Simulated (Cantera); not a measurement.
Feed: 1 mol AlCl3, 3 mol N2O, 5.9 mol H2, equilibrated at 1650 K.

Equilibrium computed with Cantera from the NASA thermochemical tables; the gas is ideal and each condensed phase is pure. Candidate condensed phases: Al, AlCl3, AlN, Al2O3, H2O, NH4Cl; 45 gas species. Gases not in the tables: Al(OH)3. The numbers say what is thermodynamically allowed, not how fast it happens.

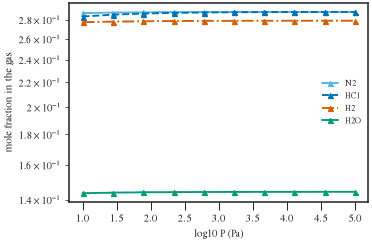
Equilibrium gas composition (values under 1e-9 drawn at 1e-9)

From 0.000100 bar to 1.00 bar the condensed part is Al2O3(s).
